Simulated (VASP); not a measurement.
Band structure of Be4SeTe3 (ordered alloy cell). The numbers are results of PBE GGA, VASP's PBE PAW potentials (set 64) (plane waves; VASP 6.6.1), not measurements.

Unless said otherwise, spin-orbit coupling is left out, though it shifts the bands of the heavy elements here.

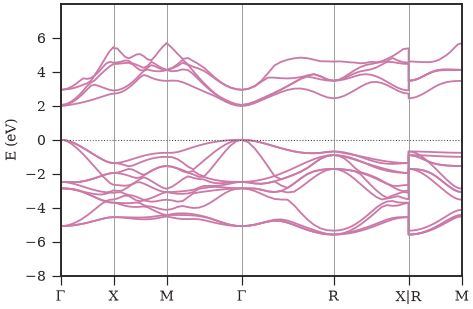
Figure: Bands along high-symmetry lines, zero at the valence-band maximum or, without a gap, the Fermi level

Read the plot: is there a gap, and where are the band edges?

The gap is direct, 1.99 eV, from the valence maximum at Γ to the conduction minimum at Γ. (Edges off the drawn lines would not show.)

The structure was generated: Be4SeTe3 was put into an ordered model structure (P-43m), which need not be its known phase. It was relaxed first.
